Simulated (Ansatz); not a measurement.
**F4Ti: density, localisation and related maps**

```xyz
5

Ti    0.0004    0.0000    0.0004
F     0.0001    0.0000    1.7526
F     1.6525    0.0000   -0.5835
F    -0.8256    1.4307   -0.5838
F    -0.8256   -1.4307   -0.5838
```

All numbers below come from RKS BLYP-D4/def2-SVP in Ansatz 0.2.0.

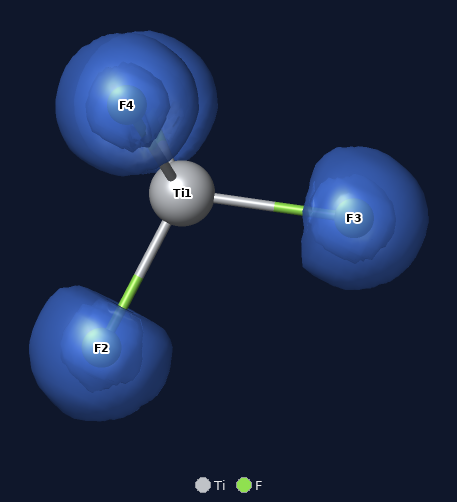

Figure 1. Isosurface of the ELF at 0.8 (blue), seen across its widest extent. Core shells and regions of very low density are left out.

> Identify the bonds, lone pairs and shells in this picture.

The surface consists of four regions wrapped around F (the valence shell of each). Along the contacts the grid gives the following. Ti–F (1.75 Å): the ELF peaks at about 0.85 in the valence shell of F, 0.5 Å from its nucleus, and drops to about 0.20 between the two atoms.

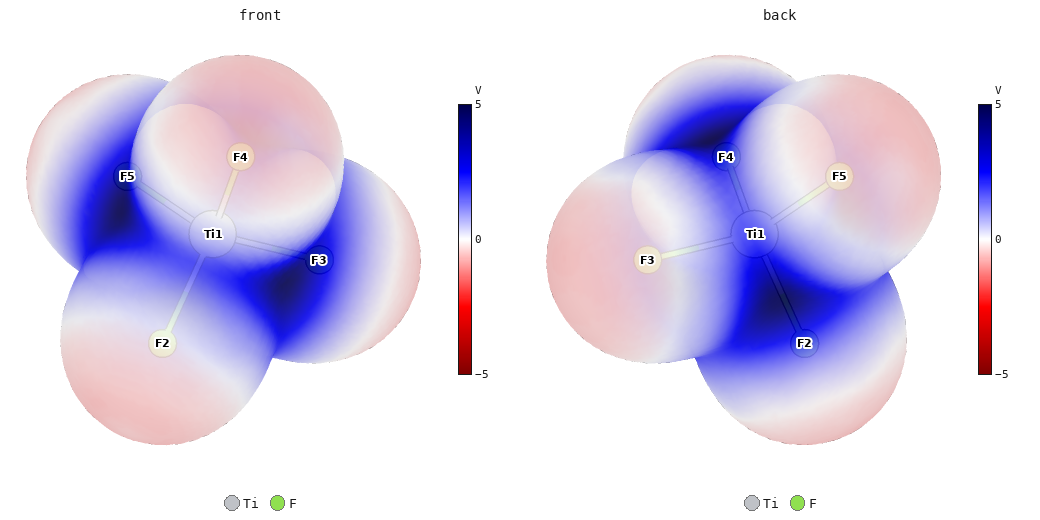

Figure 2. The molecular electrostatic potential painted on the density surface at 0.004 e/bohr³, seen from the front and from behind; the colour scale runs from red (negative) to blue (positive).

> Describe the electrostatic potential map.

The most negative region (about −0.6 V) lies over F2, F3, F4 and F5, the most positive (about +4.8 V) over Ti1.

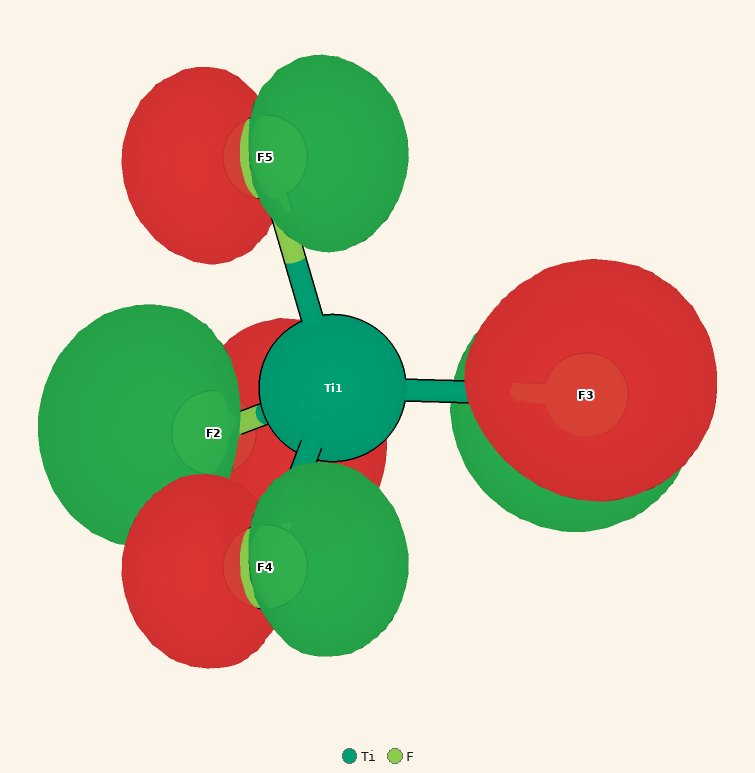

Figure 3. The HOMO at ±0.1 Å⁻³ᐟ² (green and red are the two phases), seen from one side.

> Where does this orbital lie, and at what energy?

By Hirshfeld shares it lies mainly on F2 (about 35 %), F3 (about 35 %), F4 (about 10 %) and F5 (about 10 %); largely a combination of lone pairs on F2, F3, F4 and F5. It is one of a degenerate set, so its orientation is arbitrary. Its energy is −9.88 eV.
